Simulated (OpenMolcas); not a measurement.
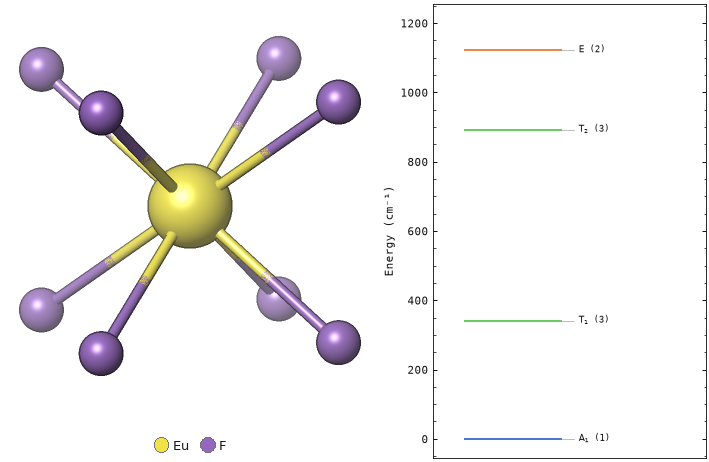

Eu³⁺ (4f⁶) as a dopant in SrF₂, a cluster with its 8 nearest F⁻ at 2.370 Å (cube) embedded in model potentials and point charges; the geometry was set, not optimised, and its levels. Labels give the representation in O, Td, D4 or D3 as the site allows (double group for half-integer spin) where it could be assigned and, in brackets, the degeneracy; spin-free states, where drawn, share the zero of the spin-orbit levels. Computed with OpenMolcas: state-averaged CASSCF, active space 6 electrons in the shell 4f, basis ANO-RCC-VDZP on all atoms, DKH2 scalar Hamiltonian, spin-orbit coupling by RASSI with atomic mean-field integrals.

What does the figure show?

The ground level is A₁, non-degenerate, 96 % from states of spin multiplicity 7. The next level lies at 341 cm⁻¹ (T₁). The active orbitals hold 99 to 100 % metal character (Löwdin), and the Mulliken charge of the metal is +2.51.

Caveat: high states of lower spin left out of the spin-orbit mixing; the geometry is set by hand, with no relaxation and no charge compensation; spin-free states above about 45,000 cm⁻¹ are left out of the spin-orbit step.
